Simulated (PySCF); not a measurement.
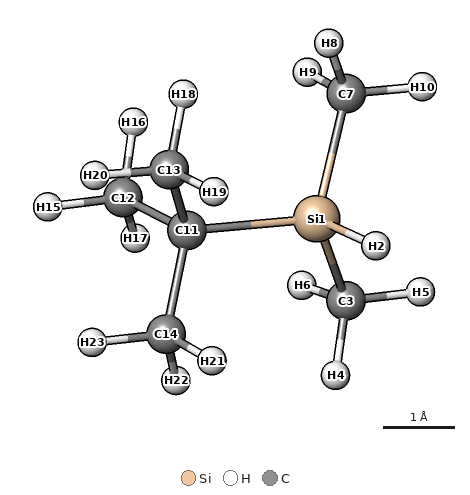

Fig. 1: The structure (ball-and-stick view, seen at a tilt; atoms are numbered from 1 in the order of the input). Bond lengths as drawn: C–C 1.53 Å, C–H 1.10 to 1.11 Å, C–Si 1.88 to 1.91 Å and H–Si 1.50 Å.

NMR shielding calculation, with input and output: C₆H₁₆Si

C₆H₁₆Si (SiHMe2(tBu)), SMILES [H][Si](C)(C)C(C)(C)C, computed with GIAO PBE0/pcSseg-1 NMR shielding, non-relativistic, gas phase (PySCF 2.14.0).

The geometry comes from this level: PBE0-D3(BJ)/def2-SVP. It belongs to a series of runs on one base structure; here: one ligand: Cl to tBu. Figures and captions count atoms from 1; the log counts them from 0 in places.

**Output**
```
coarse grid: 18064 points
cycle   1  E = -527.2057766029  dE =  1.990e-01  |g| = 5.478e-01  |ddm| = 3.947e+00
cycle   2  E = -527.1812750600  dE =  2.450e-02  |g| = 6.299e-01  |ddm| = 1.023e+00
cycle   3  E = -527.2858252860  dE = -1.046e-01  |g| = 4.463e-02  |ddm| = 5.870e-01
cycle   4  E = -527.2861706095  dE = -3.453e-04  |g| = 2.498e-02  |ddm| = 7.058e-02
cycle   5  E = -527.2863217925  dE = -1.512e-04  |g| = 4.105e-03  |ddm| = 2.571e-02
cycle   6  E = -527.2863260761  dE = -4.284e-06  |g| = 7.662e-04  |ddm| = 5.531e-03
final grid: 165128 points
cycle   7  E = -527.3288784465  dE = -4.947e-05  |g| = 1.012e-02  |ddm| = 3.678e-02
cycle   8  E = -527.3288667649  dE =  1.168e-05  |g| = 1.217e-02  |ddm| = 1.927e-02
cycle   9  E = -527.3289052131  dE = -3.845e-05  |g| = 7.697e-04  |ddm| = 1.095e-02
cycle  10  E = -527.3289053344  dE = -1.213e-07  |g| = 2.880e-04  |ddm| = 1.018e-03
cycle  11  E = -527.3289053544  dE = -1.999e-08  |g| = 3.719e-05  |ddm| = 2.586e-04
cycle  12  E = -527.3289053547  dE = -2.970e-10  |g| = 1.472e-05  |ddm| = 5.988e-05
```

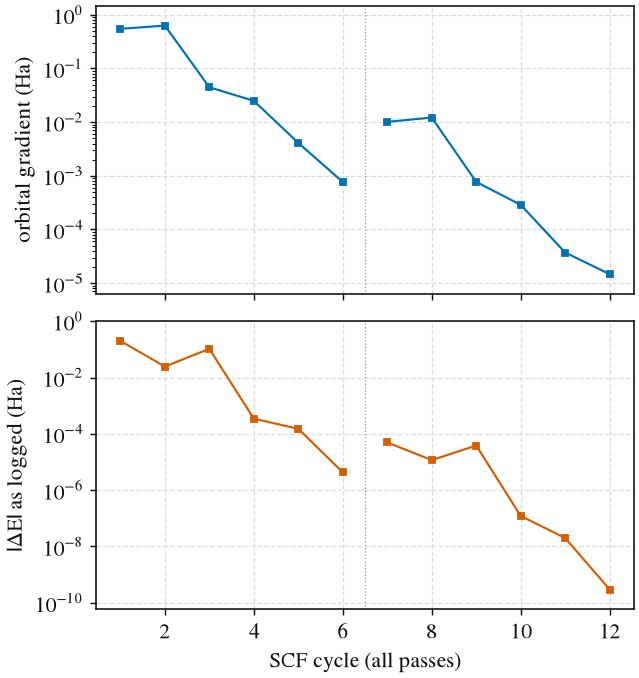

Fig. 2: Convergence of the self-consistent field: orbital gradient and size of the energy change against the SCF cycle. The dotted line marks the change from a coarse to the final integration grid. The first 6 cycles use a coarse grid, the final grid takes over at cycle 7, and the field converges after 12 cycles in all.

```
converged SCF energy = -527.3289053547

GIAO shielding tensors (ppm)
atom      isotropic    diamagn.    paramagn.     s11        s22        s33       span
  0 Si     353.625     882.681    -529.056    324.699    347.365    388.810     64.111
  1 H       27.326      31.650      -4.324     24.551     25.537     31.892      7.341
  2 C      190.977     255.277     -64.300    187.974    190.125    194.831      6.858
  3 H       31.075      31.562      -0.488     25.670     29.616     37.939     12.269
  4 H       31.267      29.750       1.517     26.372     28.355     39.073     12.701
  5 H       31.255      32.302      -1.047     26.793     29.908     37.065     10.272
  6 C      190.926     255.296     -64.370    188.002    190.313    194.463      6.461
  7 H       31.072      31.729      -0.657     25.597     29.784     37.835     12.238
  8 H       31.286      32.195      -0.910     26.939     29.770     37.148     10.209
  9 H       31.243      29.714       1.530     26.437     28.150     39.143     12.706
 10 C      167.726     248.972     -81.246    161.741    169.972    171.465      9.724
 11 C      158.561     249.408     -90.847    144.610    146.209    184.863     40.253
 12 C      155.892     248.277     -92.385    140.073    142.642    184.961     44.887
 13 C      155.931     248.535     -92.604    140.392    143.156    184.244     43.852
 14 H       30.566      31.800      -1.234     26.876     27.964     36.858      9.982
 15 H       30.401      32.773      -2.372     25.775     29.169     36.260     10.485
 16 H       30.343      32.753      -2.411     25.629     29.222     36.177     10.549
 17 H       30.215      32.014      -1.799     25.252     29.276     36.116     10.864
 18 H       30.276      31.355      -1.078     26.297     27.637     36.895     10.598
 19 H       30.489      31.191      -0.703     26.772     27.838     36.856     10.084
 20 H       30.273      31.472      -1.199     26.298     27.675     36.846     10.548
 21 H       30.252      32.227      -1.975     25.322     29.398     36.036     10.714
 22 H       30.514      31.313      -0.798     26.761     27.903     36.879     10.118
```

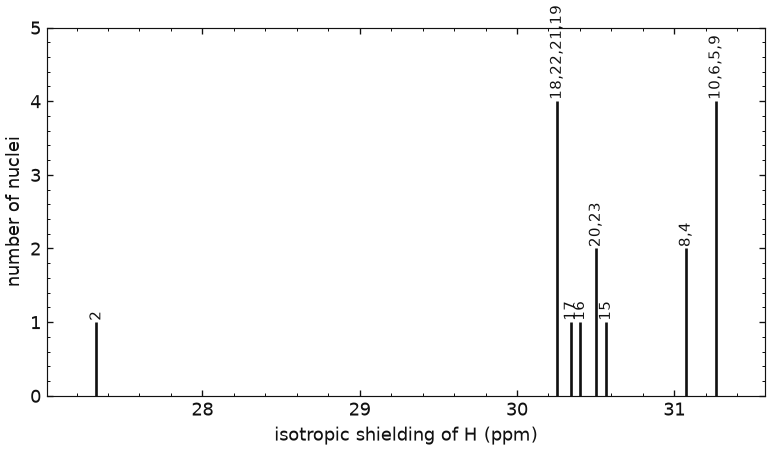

Fig. 3: Isotropic shieldings of the hydrogen nuclei in this fixed geometry, labelled by atom number; shielding grows to the right, so chemical shift grows to the left. The least shielded is H2 (27.3 ppm), the most shielded H9 (31.3 ppm).

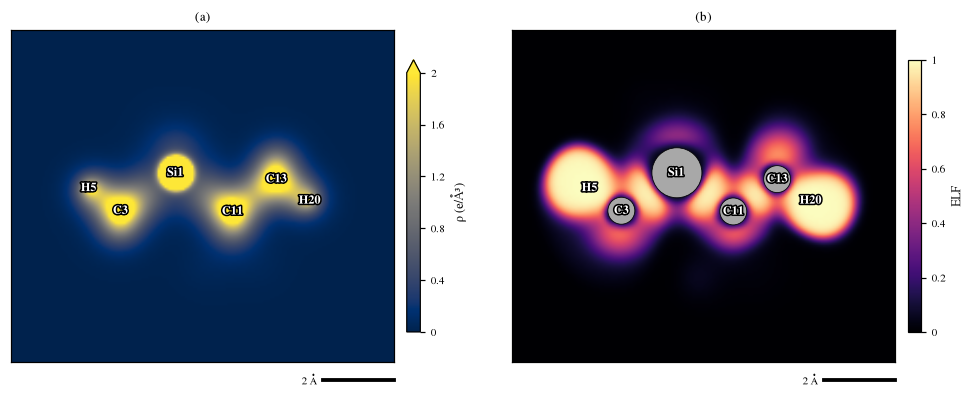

Fig. 4: (a) electron density; (b) electron localisation function on the plane of atoms C3, Si1 and C11. Grey discs, where drawn, cover atomic cores. Atoms in the plane: Si, C and H.

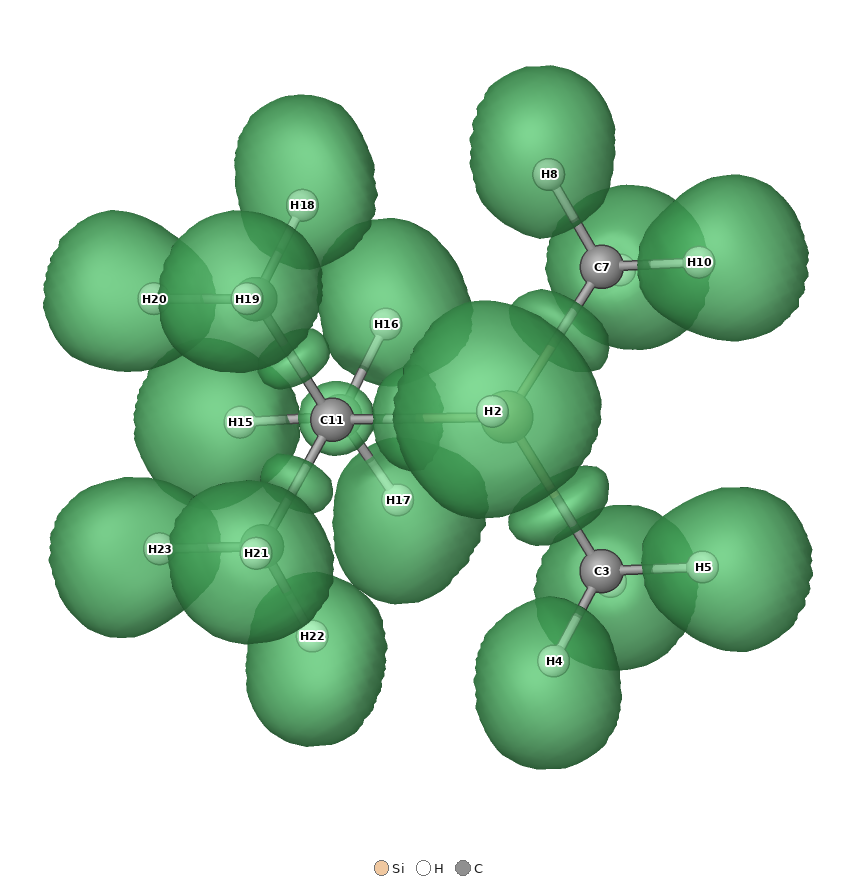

Fig. 5: Isosurface of the ELF at 0.85 (green), seen face on. Core shells and regions of very low density are left out. Values along the shortest contacts: C–C (1.53 Å): the ELF peaks at about 0.95 between the atoms (a shared electron pair). C–Si (1.88 Å): the ELF peaks at about 0.95 between the atoms (a shared electron pair).

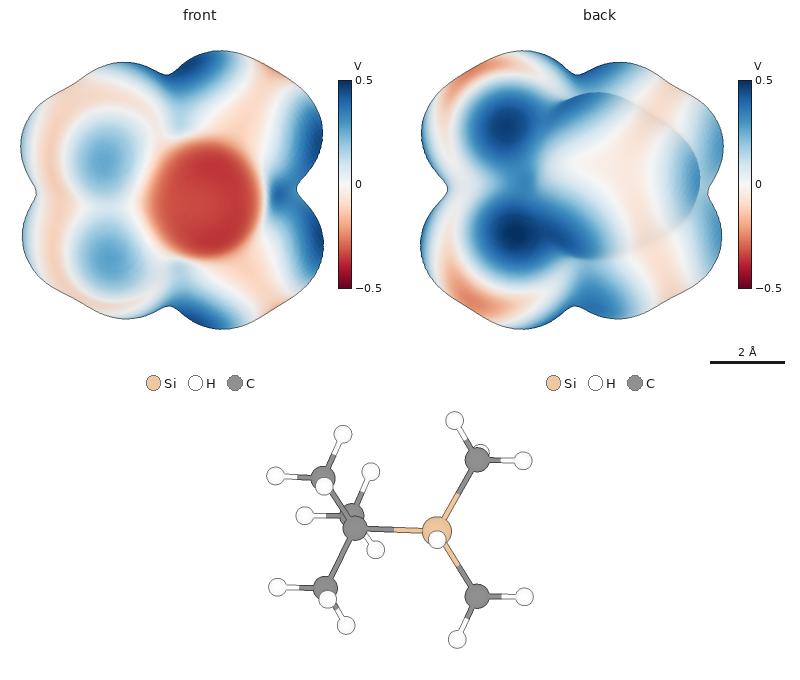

Fig. 6: The molecular electrostatic potential painted on the density surface at 0.001 e/bohr³, seen face on and from behind; red is negative and blue positive. The bare structure is drawn below in the same view. Its dipole moment is 0.52 D.

The run was set up as follows.

**Input**
```
{"job": {"kind": "nmr", "xc": "PBE0", "basis": "pcSseg-1"}, "charge": 0, "multiplicity": 1}
Si     0.497726     0.812600     0.617894
H      0.555972     0.729361     2.117216
C      2.257306     0.871597    -0.052239
H      2.851257     0.006528     0.279027
H      2.768673     1.783247     0.294978
H      2.260770     0.886970    -1.153880
C     -0.411299     2.389698     0.133494
H     -1.452446     2.385565     0.490879
H     -0.426308     2.520030    -0.960240
H      0.087371     3.270176     0.568279
C     -0.428484    -0.742142    -0.004029
C     -0.602313    -0.671688    -1.523609
C     -1.801093    -0.810638     0.670253
C      0.383440    -1.986766     0.365102
H     -1.097604    -1.584991    -1.899629
H     -1.224365     0.185693    -1.826851
H      0.363920    -0.587579    -2.047239
H     -2.423918     0.066360     0.430438
H     -1.714851    -0.870188     1.767212
H     -2.355367    -1.704946     0.332500
H      0.545901    -2.060923     1.452998
H      1.370907    -1.995997    -0.123025
H     -0.147934    -2.902315     0.048702
```

The first line tells a small driver script what to run in PySCF; the rest is the geometry in Å.

Launch command:
```bash
OMP_NUM_THREADS=2 python <driver script> task.json out
```

**Key numbers**

```json
{"quantity": "outcome", "value": "converged"}
{"quantity": "total energy", "value": "−527.328905 hartree"}
{"quantity": "HOMO", "value": "−7.52 eV"}
{"quantity": "LUMO", "value": "1.13 eV"}
{"quantity": "dipole moment", "value": "0.52 D"}
{"quantity": "isotropic shielding, Si", "value": "353.6 ppm"}
{"quantity": "isotropic shielding, H", "value": "27.3 to 31.3 ppm"}
{"quantity": "isotropic shielding, C", "value": "155.9 to 191.0 ppm"}
{"quantity": "hardware", "value": "2 CPU threads, shared host"}
{"quantity": "wall time", "value": "20 s (CPU time 51 s)"}
{"quantity": "peak memory", "value": "1.7 GiB"}
```
